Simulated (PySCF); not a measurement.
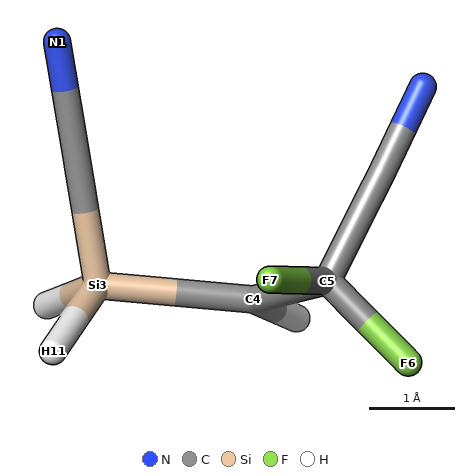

**Figure 1.** The structure as given in the input (stick view, seen at a tilt; atoms are numbered from 1 in the order of the input). Bond lengths as drawn: C–C 1.47 Å, C–F 1.36 to 1.37 Å, C–H 1.08 Å, C–N 1.14 Å, C–Si 1.86 to 1.88 Å and H–Si 1.46 Å.

**EPR calculation, with input and output: C₄H₃F₂N₂Si**

System: C₄H₃F₂N₂Si, multiplicity 2.
Method: UKS B3LYP, pcH-1 on C F H N Si, non-relativistic, mean-field spin-orbit, GIAO (PySCF 2.14.0).

It belongs to a series of runs on one base structure; here: H removed from sp3 C.

**Log**
```
UKS, coarse grid
  cycle   1  E = -752.66233470  |g| = 6.84e-01
  cycle   2  E = -752.01643931  |g| = 1.45e+00
  cycle   3  E = -752.82122122  |g| = 2.36e-01
  cycle   4  E = -752.84047690  |g| = 8.49e-02
  cycle   5  E = -752.84314270  |g| = 2.36e-02
  cycle   6  E = -752.84334481  |g| = 7.26e-03
  cycle   7  E = -752.84335837  |g| = 4.91e-03
  cycle   8  E = -752.84337031  |g| = 1.21e-03
  cycle   9  E = -752.84337072  |g| = 4.52e-04
UKS, final grid
  cycle   1  E = -752.84337922  |g| = 6.24e-04
  cycle   2  E = -752.84337895  |g| = 1.09e-03
  cycle   3  E = -752.84337938  |g| = 2.29e-04
  cycle   4  E = -752.84337940  |g| = 6.05e-05
  cycle   5  E = -752.84337941  |g| = 4.45e-05
  cycle   6  E = -752.84337941  |g| = 1.38e-05
E = -752.84337941 Eh   <S^2> = 0.7540 (exact 0.7500)
g shifts (ppm)      1          2          3
  rmc          -152       -152       -152
  gc             26         32         37
  oz_so         -76        346        470
  total        -202        226        355
hyperfine (MHz)  atom isotope    a_iso     a_fc   dipolar eigenvalues
    0   14N       0.18       0.18     -0.84     -0.41      1.25
    1   13C      40.96      40.96     -2.27     -2.08      4.35
    2  29Si      40.43      40.49     -2.60     -0.64      3.25
    3   13C      82.90      83.00    -77.15    -76.26    153.41
    4   13C     -24.23     -24.23     -2.05     -1.09      3.14
    5   19F     114.37     113.88    -52.19    -47.69     99.88
    6   19F      11.69      11.60    -13.70     -9.41     23.11
    7   13C      44.19      44.19     -5.82     -1.85      7.67
    8   14N       1.65       1.65     -3.18     -3.08      6.26
    9    1H      -2.56      -2.56     -3.42     -2.70      6.12
   10    1H      51.31      51.31     -3.30     -1.91      5.21
   11    1H     -58.76     -58.77    -36.33     -1.53     37.86
```

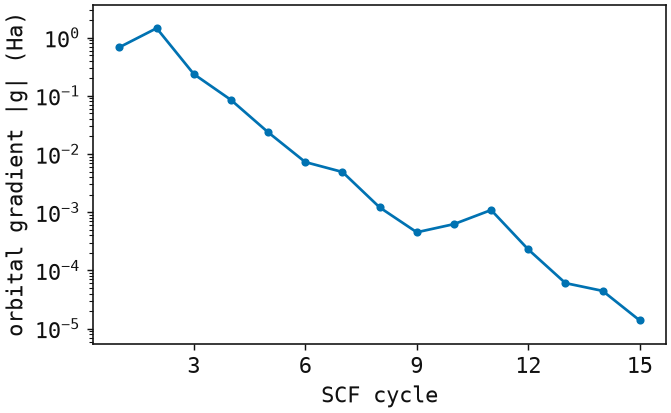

**Figure 2.** Convergence of the self-consistent field: orbital gradient |g| against the SCF cycle. All cycles printed in the log are drawn one after another.

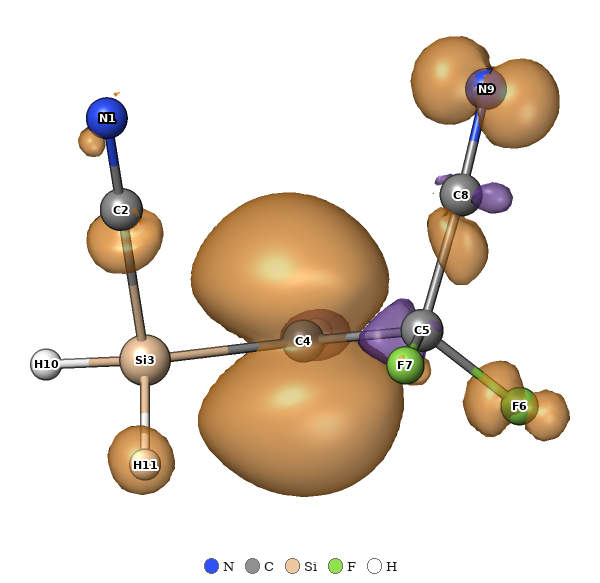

**Figure 3.** Isosurfaces of the spin density at +0.02 (orange) and −0.02 e/Å³ (purple), seen at a tilt. The unpaired spin (1 electron) lies mostly on C4 (about 0.7) and Si3 (about 0.1), in electrons by Hirshfeld's partition.

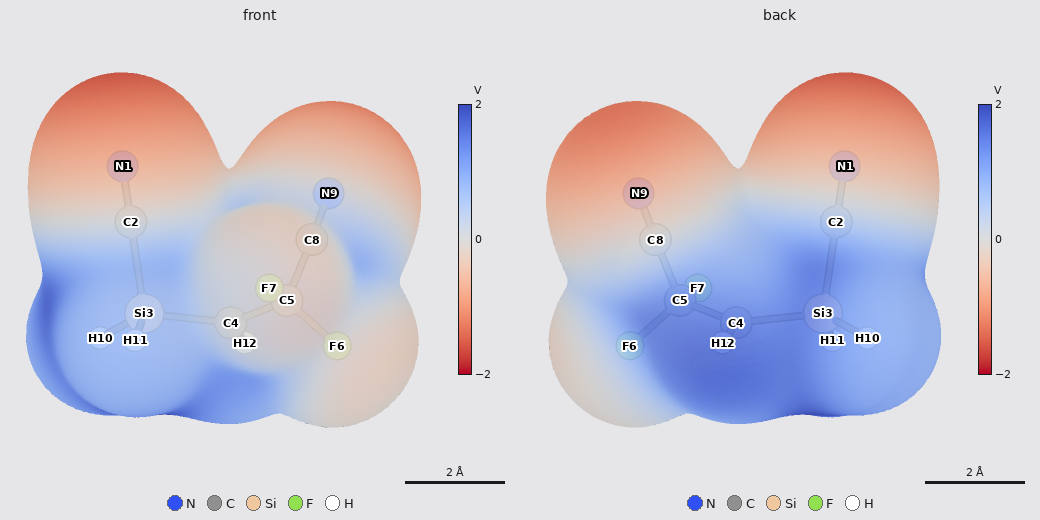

**Figure 4.** The electrostatic potential painted on the density surface at 0.001 e/bohr³, seen at a tilt and from behind; the colour scale runs from red (negative) to blue (positive).

This output came from the following input.

**The input**
```
{"job": {"kind": "epr", "basis": "pcH-1"}, "charge": 0, "multiplicity": 2}
N     -1.251722     2.679093    -0.983971
C     -1.396015     1.609215    -0.606460
Si    -1.637609    -0.143608     0.022154
C      0.023476    -0.953390    -0.139955
C      1.188454    -0.466668     0.619196
F      1.906277    -1.469298     1.217488
F      0.839829     0.381416     1.626661
C      2.047854     0.229679    -0.355011
N      2.666090     0.732433    -1.171685
H     -2.574111    -0.815743    -0.871379
H     -2.047887    -0.006984     1.418299
H      0.236562    -1.776831    -0.801363
```

The first line tells a small driver script what to run in PySCF; the rest is the geometry in Å.

Launched with:
```bash
OMP_NUM_THREADS=1 python <driver script> task.json out
```

**Summary**

- outcome: converged
- total energy: −752.843379 hartree
- ⟨S²⟩: 0.754
- isotropic g: 2.0024
- hardware: 1 CPU thread, shared host
- wall time: 77 s
- peak memory: 1.1 GiB
